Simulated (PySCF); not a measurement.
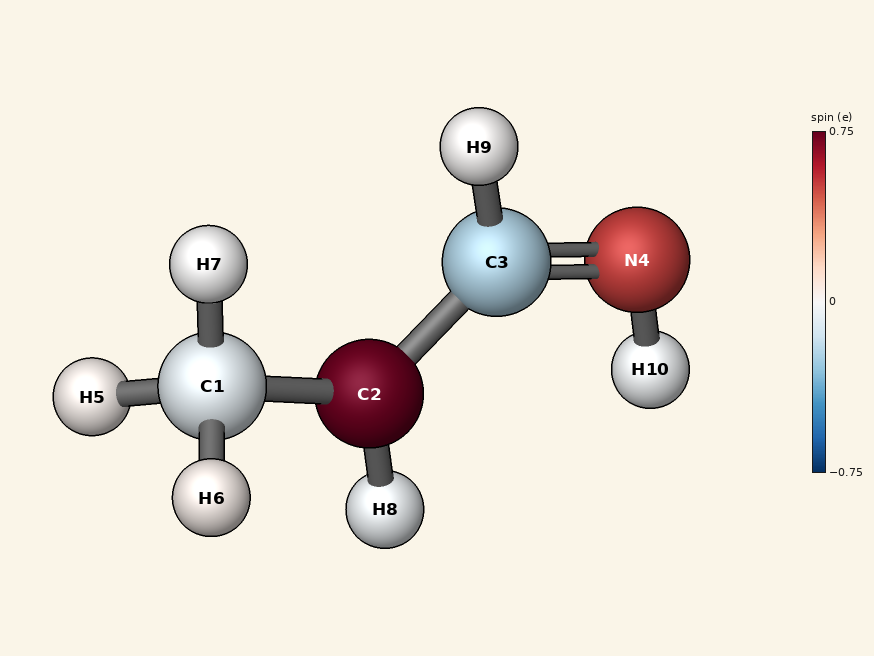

Atoms are coloured by their Mulliken spin populations. Charge 0, doublet. The geometry was computed by an optimisation with GFN2-xTB. No frequency run is at hand to confirm it as a minimum. Level of theory: UKS B3LYP, pcH-1 on C H N, non-relativistic (PySCF 2.14.0).

List the Mulliken spin populations.

```
atom  value (e)
  C1      −0.06
  C2       0.74
  C3      −0.22
  N4       0.51
  H5       0.04
  H6       0.04
  H7       0.00
  H8      −0.03
  H9       0.01
 H10      −0.02
```

Mulliken values depend strongly on the basis set.
